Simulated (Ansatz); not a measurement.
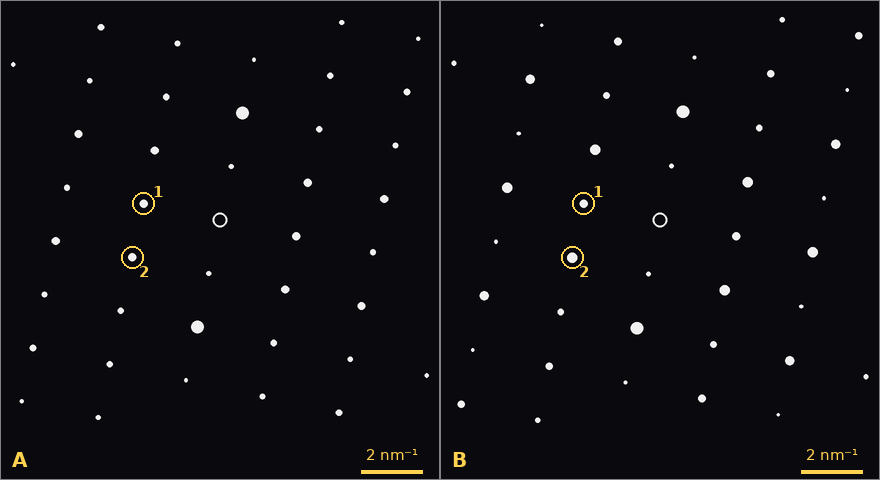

Kinematic electron diffraction patterns (120 kV, B = 0.5 Å², same scale) along [101] of the run's own cell, for the start and the end of one relaxation of SrCaCl3 with DFT, PAW plane waves, r2scan in Ansatz 0.2.0. k mesh 6×6×6. The start is a generated model structure, and the relaxation ends in the nearest stationary point of its symmetry, not necessarily the ground state. Spot 1 is -1 0 1 and spot 2 is -1 -1 1 in both.

Start structure:

```yaml
crystal:
  lattice:
    - [5.42249, 0.00000, 0.00000]
    - [0.00000, 5.42249, 0.00000]
    - [0.00000, 0.00000, 5.45257]
  atoms:
    - { symbol: Sr, position: [0.00000, 0.00000, 0.00000] }
    - { symbol: Ca, position: [0.50000, 0.50000, 0.51200] }
    - { symbol: Cl, position: [0.50000, 0.50000, 0.97400] }
    - { symbol: Cl, position: [0.00000, 0.50000, 0.50000] }
    - { symbol: Cl, position: [0.50000, 0.00000, 0.50000] }
```

Which pattern belongs to the start structure, and which to the relaxed one?

Answer. B is the start: its cell gives d(1) = 3.845 Å, d(2) = 3.136 Å and an angle of 35.3°. The spot positions hardly differ, so the intensities decide: those computed from the start structure match B, and A is the relaxed structure.

Name reflections whose intensity changes strongly on relaxation.

Answer. 2 1 -2 goes from 0.29 to 15 % of the strongest spot; 2 0 -2 goes from 49 to 4.6 % of the strongest spot; 1 -1 -1 goes from 43 to 16 % of the strongest spot.

What did the relaxation do to the structure and the energy?

Answer. The volume changed by +1.0 % to 32.38 Å³ an atom; with the mean shift removed, the atoms moved by up to 0.98 Å relative to the cell (Sr most); the space group stayed P4mm (No. 99); the free energy fell by 140 meV an atom. Relaxed cell: a = 5.494 Å, b = 5.494 Å, c = 5.364 Å, α = 90.00°, β = 90.00°, γ = 90.00°.
